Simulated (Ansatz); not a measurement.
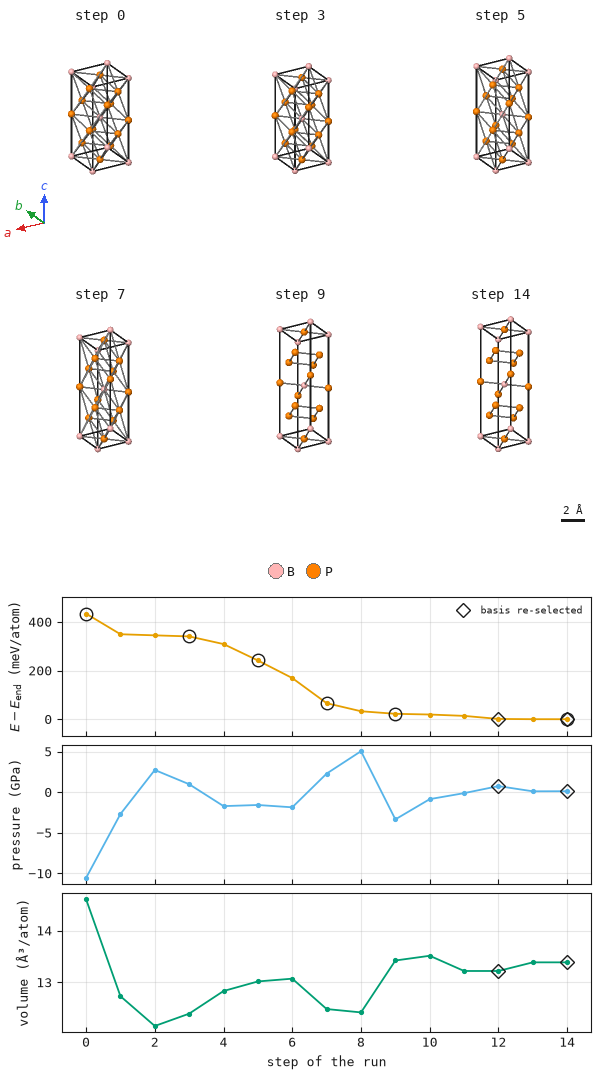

Frames of a relaxation of crystalline BP3 (built on the TiAl3 (D0_22)_139 type) (coarse preliminary run), marked on the history of the run. A ball-and-stick model of the conventional cell (2 times the calculation's cell), seen from a free direction. Lengths and directions refer to the drawn axes.

Case: TiAl3 (D0_22) type (I4/mmm, No. 139).

Method: DFT PBE, scalar-relativistic, plane waves, PAW in Ansatz 0.2.0. Settings: plane-wave cutoff 420 eV; k-point mesh 6 × 6 × 6; occupations gaussian; smearing width 0.1 eV; no spin polarisation; cell and atoms relaxed; force threshold 0.04 eV/Å; at most 70 steps.

Q: What happens along the run?

A: Over 12 accepted moves (14 points after the start) the energy falls by 434 meV per atom. All forces vanish by symmetry, so only the cell relaxes. The pressure goes from −10.55 to 0.12 GPa. At 2 points the geometry stayed and the basis and grid were re-selected for the new cell (energy shift of 12.6 meV per atom at most each time). The atoms keep their places relative to the cell (all moves are under 0.005 Å). Cell: a = b 3.740 → 3.145 Å (−15.9 %), c 8.354 → 10.829 Å (+29.6 %). Volume −8.3 %. Some distances before and after: B–P 2.644 → 2.224 Å, P–P 2.644 → 2.224 Å, P–P 2.803 → 3.131 Å, B–P 2.803 → 3.131 Å. The space group stays I4/mmm (No. 139). From step 0 to 3: volume −15.1 %, energy −93.6 meV per atom. From step 3 to 5: volume +5.0 %, energy −99.0 meV per atom. From step 5 to 7: volume −4.1 %, energy −176 meV per atom. From step 7 to 9: volume +7.5 %, energy −43.7 meV per atom. From step 9 to 14: volume −0.3 %, energy −22.2 meV per atom.

```json
{"step": "0", "E − E(0), meV/atom": "0.00", "pressure, GPa": "-10.55", "volume, Å³/atom": "14.604", "note": ""}
{"step": "1", "E − E(0), meV/atom": "-84.72", "pressure, GPa": "-2.69", "volume, Å³/atom": "12.734", "note": ""}
{"step": "2", "E − E(0), meV/atom": "-89.26", "pressure, GPa": "2.73", "volume, Å³/atom": "12.160", "note": ""}
{"step": "3", "E − E(0), meV/atom": "-93.63", "pressure, GPa": "0.98", "volume, Å³/atom": "12.398", "note": ""}
{"step": "4", "E − E(0), meV/atom": "-125.13", "pressure, GPa": "-1.71", "volume, Å³/atom": "12.834", "note": ""}
{"step": "5", "E − E(0), meV/atom": "-192.62", "pressure, GPa": "-1.58", "volume, Å³/atom": "13.019", "note": ""}
{"step": "6", "E − E(0), meV/atom": "-264.89", "pressure, GPa": "-1.86", "volume, Å³/atom": "13.073", "note": ""}
{"step": "7", "E − E(0), meV/atom": "-368.25", "pressure, GPa": "2.29", "volume, Å³/atom": "12.487", "note": ""}
{"step": "8", "E − E(0), meV/atom": "-401.40", "pressure, GPa": "5.04", "volume, Å³/atom": "12.422", "note": ""}
{"step": "9", "E − E(0), meV/atom": "-411.92", "pressure, GPa": "-3.35", "volume, Å³/atom": "13.423", "note": ""}
{"step": "10", "E − E(0), meV/atom": "-414.80", "pressure, GPa": "-0.86", "volume, Å³/atom": "13.514", "note": ""}
{"step": "11", "E − E(0), meV/atom": "-420.41", "pressure, GPa": "-0.12", "volume, Å³/atom": "13.221", "note": ""}
{"step": "12", "E − E(0), meV/atom": "-433.01", "pressure, GPa": "0.75", "volume, Å³/atom": "13.221", "note": "same geometry, new basis"}
{"step": "13", "E − E(0), meV/atom": "-434.07", "pressure, GPa": "0.11", "volume, Å³/atom": "13.388", "note": ""}
{"step": "14", "E − E(0), meV/atom": "-434.14", "pressure, GPa": "0.12", "volume, Å³/atom": "13.388", "note": "same geometry, new basis"}
```
